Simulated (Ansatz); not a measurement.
A series of calculations on TiH2SCl3F

Part 1: Relaxation

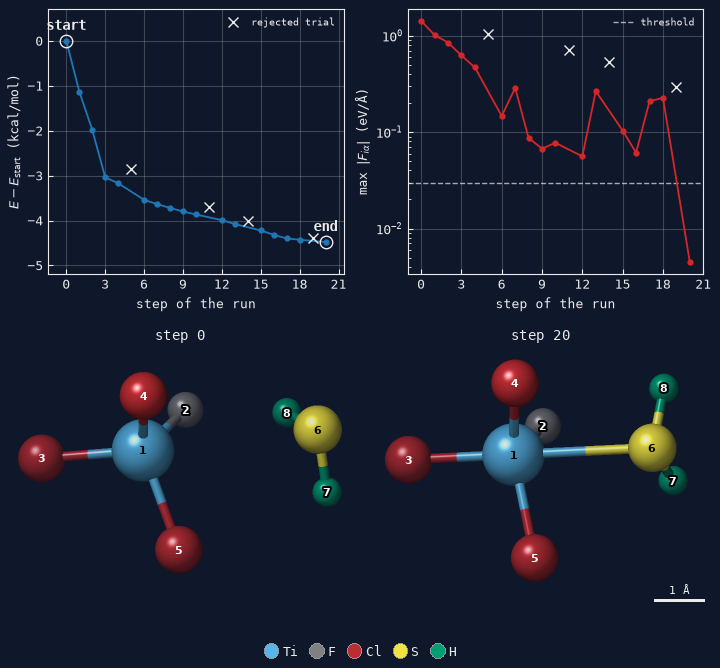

First and last geometry of a relaxation of TiH₂SCl₃F, with the history of the run. Style: ball-and-stick. Shown face on.

The run prepares an end point of a later path (reaction) calculation, from a guessed geometry.

Method: RKS PBE0-D4/def2-SVP in Ansatz 0.2.0. (no spin polarisation; force threshold 0.03 eV/Å; at most 50 steps)

> Read the history and describe the run.

It converged. The energy falls by 4.48 kcal/mol in 16 accepted moves (20 points after the start). The largest force component goes from 1.4 to 0.0045 eV/Å. The line search rejected the trial steps at points 5, 11, 14, 19 of the run. H8 moves most after the best rigid fit: 0.95 Å. Largest moves by element: H 0.95 Å, S 0.64 Å, Cl 0.43 Å, F 0.41 Å, Ti 0.24 Å. Some distances before and after: Ti1–S6 3.596 → 2.874 Å, Ti1–F2 1.786 → 1.729 Å, Ti1–Cl4 2.153 → 2.190 Å, Ti1–Cl5 2.163 → 2.191 Å. New bonds form, among them: Ti1–S6 (3.60 → 2.87 Å). Among the angles between lasting bonds that change: Cl4–Ti1–Cl5 111.9° → 118.3°, Cl3–Ti1–Cl4 106.9° → 101.0°, F2–Ti1–Cl3 106.4° → 100.7°. The run took 73 s on 4 threads of Intel(R) Xeon(R) Platinum 8259CL CPU @ 2.50GHz (Skylake/Cascade Lake) (shared host), peak memory 0.41 GiB.

```csv
step,"E − E(0), kcal/mol","largest force component, eV/Å",note
0,0.00,1.4280,
1,-1.13,1.0155,
2,-1.98,0.8508,
3,-3.04,0.6238,
4,-3.17,0.4691,
5,-2.84,1.0513,rejected
6,-3.54,0.1469,
7,-3.64,0.2876,
8,-3.72,0.0867,
9,-3.80,0.0675,
10,-3.86,0.0774,
11,-3.69,0.7049,rejected
12,-3.99,0.0560,
13,-4.08,0.2662,
14,-4.01,0.5369,rejected
15,-4.22,0.1038,
16,-4.32,0.0613,
17,-4.40,0.2083,
18,-4.43,0.2276,
19,-4.38,0.2971,rejected
20,-4.48,0.0045,
```

Part 2: Relaxation

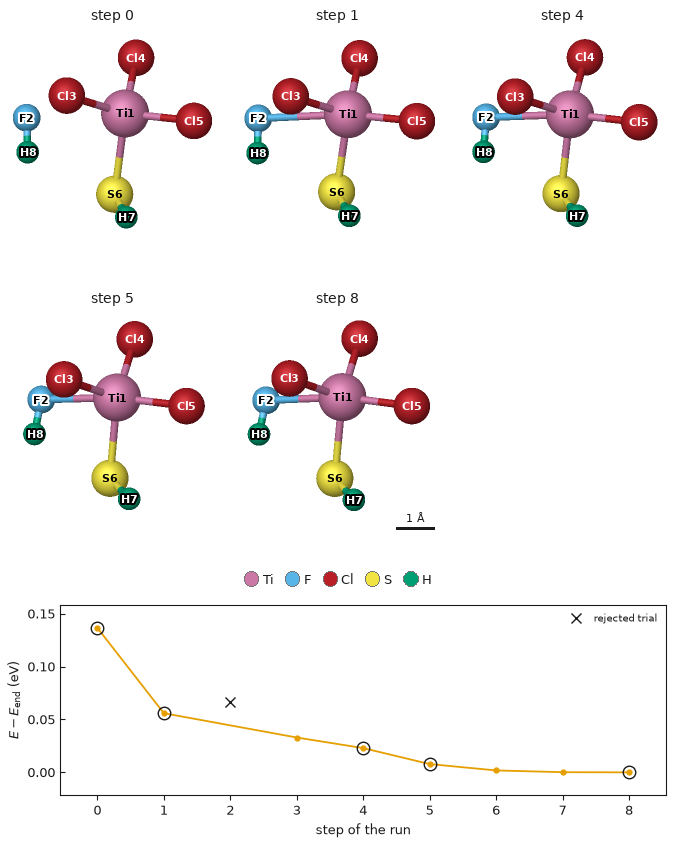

Frames of a relaxation of TiH2SCl3F, marked on the history of the run. Style: ball-and-stick. Shown at a tilt.

The run prepares an end point of a later path (reaction) calculation, from a guessed geometry.

Level of theory: Ansatz, RKS PBE0-D4/def2-SVP.

Input file:
```yaml
crystal:
  periodic: [false, false, false]
  atoms:
    - { symbol: Ti, position_ang: [-0.655745, -0.08446, -0.49811] }
    - { symbol: F, position_ang: [-0.105851, 1.067263, 2.244535] }
    - { symbol: Cl, position_ang: [1.121642, -1.079102, 0.22266] }
    - { symbol: Cl, position_ang: [-0.409616, 2.011513, -0.914749] }
    - { symbol: Cl, position_ang: [-1.216282, -1.090682, -2.318984] }
    - { symbol: S, position_ang: [-2.530621, -0.42339, 0.909643] }
    - { symbol: H, position_ang: [-2.606254, -1.729653, 0.555727] }
    - { symbol: H, position_ang: [-0.726871, 0.455712, 2.558978] }
basis:
  gaussian: { orbitals: def2-SVP }
hamiltonian:
  xc: pbe0
  dispersion: d4
relax:
  f_tol: 0.03
  max_steps: 50
output:
  orbitals: {}
```

Command:
```bash
ansatz run input.yaml --threads 4 --pin off --max-ram 5120MiB --backend cpu --events-out ev --progress --plain --runs-dir out
```

> Describe the path.

The atom that moves furthest after the best rigid fit is F2 (0.40 Å). Largest moves by element: F 0.40 Å, Cl 0.24 Å, Ti 0.24 Å, H 0.21 Å, S 0.14 Å. Among the contacts that change: Ti1–F2 3.025 → 2.402 Å, Ti1–H8 3.105 → 2.675 Å, Ti1–S6 2.369 → 2.311 Å, Ti1–Cl3 2.161 → 2.176 Å. New bonds form, among them: Ti1–F2 (3.03 → 2.40 Å). Among the angles between lasting bonds that change: Cl4–Ti1–S6 110.2° → 117.1°, Cl4–Ti1–Cl5 108.7° → 103.6°, Cl3–Ti1–Cl5 106.3° → 101.6°. After 7 accepted moves (8 points after the start) the energy has fallen by 0.137 eV. Largest force component: 0.82 eV/Å at the start, 0.019 eV/Å at the end. The line search rejected the trial step at point 2 of the run. Cost: 33 s on 4 threads of Intel(R) Xeon(R) Platinum 8259CL CPU @ 2.50GHz (Skylake/Cascade Lake), on a shared host, peak memory 0.41 GiB. From step 0 to 1: F2 moves most (0.19 Å), energy −0.081 eV. From step 1 to 4: Cl5 moves most (0.10 Å), energy −0.033 eV. From step 4 to 5: F2 moves most (0.15 Å), energy −0.015 eV. From step 5 to 8: H7 moves most (0.03 Å), energy −0.008 eV.

| step | E − E(0), eV | largest force component, eV/Å | note |
| --- | --- | --- | --- |
| 0 | 0.0000 | 0.8174 |  |
| 1 | -0.0807 | 0.2263 |  |
| 2 | -0.0699 | 1.1593 | rejected |
| 3 | -0.1037 | 0.2956 |  |
| 4 | -0.1137 | 0.2701 |  |
| 5 | -0.1288 | 0.4318 |  |
| 6 | -0.1348 | 0.1700 |  |
| 7 | -0.1365 | 0.0361 |  |
| 8 | -0.1366 | 0.0189 |  |

Limits of the set-up: the start holds two separate molecules, 2.6 Å apart at their closest, whose relative position is a soft coordinate.

Part 3: Path

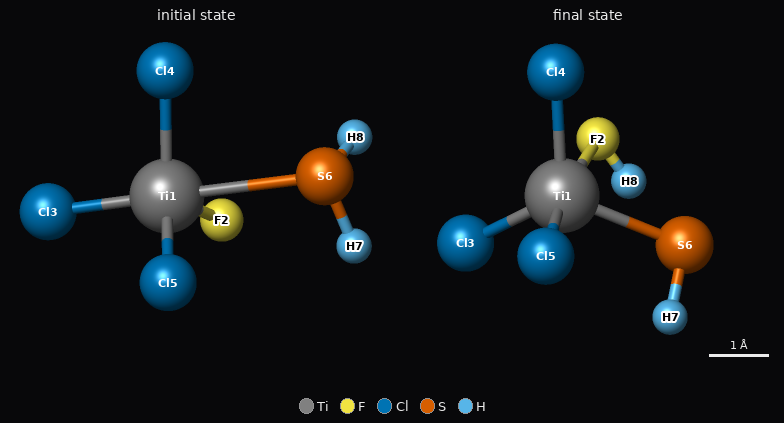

The two relaxed end points of a path for TiH$_{2}$SCl$_{3}$F. The picture is a ball-and-stick view, seen at a tilt.

Method: RKS PBE0-D4/def2-SVP in Ansatz 0.2.0.

Set-up: 7 movable images; climbing image; force threshold 0.05 eV/Å; iteration limit 60.

Start:
```xyz
8

Ti    0.0104   -0.0370   -0.1106
F     0.1704   -0.4201    1.5683
Cl    2.0967   -0.0049   -0.7166
Cl   -0.5874    2.0222   -0.5557
Cl   -0.7647   -1.6428   -1.3843
S    -2.7398   -0.0985    0.7229
H    -2.7124   -1.2889    1.3621
H    -2.6029    0.5972    1.8735
```

End:
```xyz
8

Ti   -0.5976   -0.0138   -0.2701
F    -0.4716    1.1815    1.8094
Cl    1.2741   -0.8566    0.4521
Cl   -0.5404    2.0059   -1.0486
Cl   -0.9733   -1.2255   -2.0219
S    -2.4538   -0.6121    0.9703
H    -2.4478   -1.8945    0.5422
H    -0.9192    0.5423    2.3264
```

> What barrier does the band find between them, and by what path?

The highest point, image 5, lies 1.07 eV above the start and 0.19 eV above the end; the end is at +0.88 eV relative to the start. A hydrogen atom shifts from one atom to another. Breaking: S6–H8 (1.35 → 1.67 at the top → 2.35 Å). Forming: F2–H8 (2.97 → 1.11 at the top → 0.94 Å). The band is converged. At the top, the vibrational analysis gives one imaginary mode (398i cm⁻¹), as a transition state must have.

Energies of the converged images:

| image | path (Å) | E (eV) |
| --- | --- | --- |
| 0 | 0.00 | 0.000 |
| 1 | 0.51 | 0.014 |
| 2 | 1.03 | 0.079 |
| 3 | 1.54 | 0.242 |
| 4 | 2.06 | 0.584 |
| 5 | 2.57 | 1.067 |
| 6 | 3.12 | 0.989 |
| 7 | 3.68 | 0.911 |
| 8 | 4.24 | 0.878 |

The geometry at the top of the path:

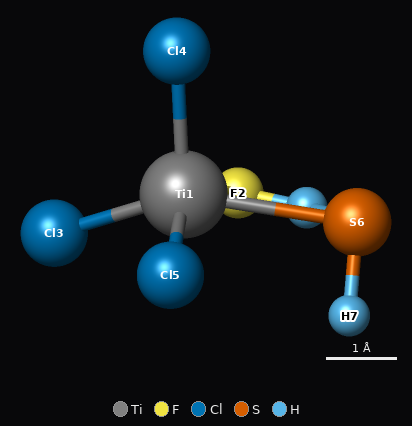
